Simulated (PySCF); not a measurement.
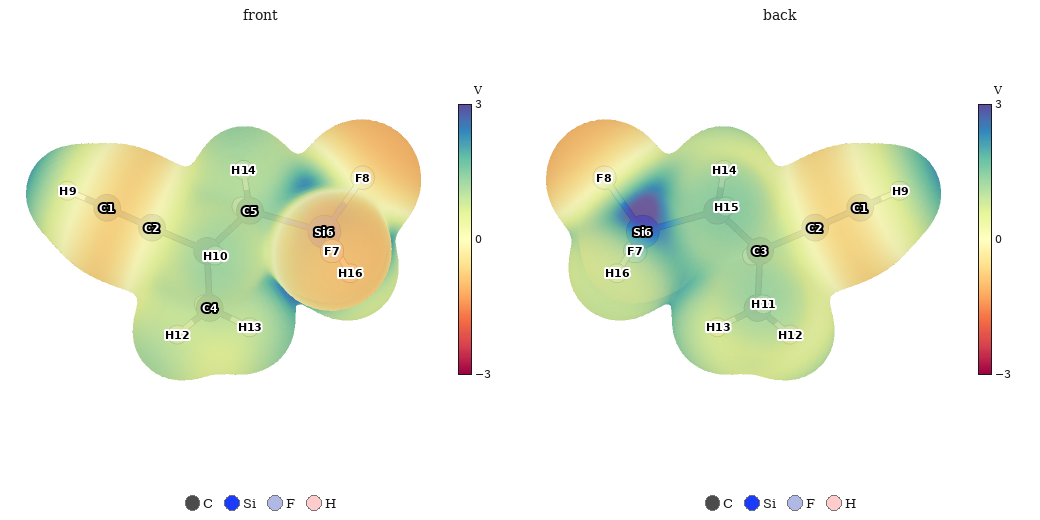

Figure 1: C5H8F2Si. The molecular electrostatic potential painted on the density surface at 0.004 e/bohr³, seen from the front and from behind; red is negative and blue positive.

Geometry: GFN2-xTB.

These are results of CAM-B3LYP/def2-SVPD, SCF density, gas phase in PySCF, not measurements.

The calculation's input:

```
{"job": {"kind": "uv", "xc": "CAM-B3LYP", "basis": "def2-SVPD", "nstates": 8, "ntriplets": 3}, "charge": 0, "multiplicity": 1}
C     -2.231447     1.995453     0.899313
C     -1.450045     1.104976     0.731348
C     -0.488885     0.040127     0.496918
C     -1.156231    -1.100832    -0.272351
C      0.722917     0.609675    -0.262477
Si     2.148470    -0.608921    -0.488417
F      2.407171    -1.385477     0.888845
F      3.512313     0.207513    -0.676317
H     -2.922248     2.768267     1.060929
H     -0.154761    -0.336900     1.470981
H     -1.453255    -0.766294    -1.264420
H     -2.044843    -1.441339     0.254847
H     -0.469828    -1.938592    -0.374376
H      1.093710     1.481775     0.285744
H      0.378201     0.983775    -1.229081
H      2.101162    -1.604263    -1.532896
```

Run with:

```sh
OMP_NUM_THREADS=1 python probes_run.py task.json out
```

**Describe the electrostatic potential map.**

The most negative region (about −1.0 V) lies over F7 and F8, the most positive (about +2.8 V) over Si6.
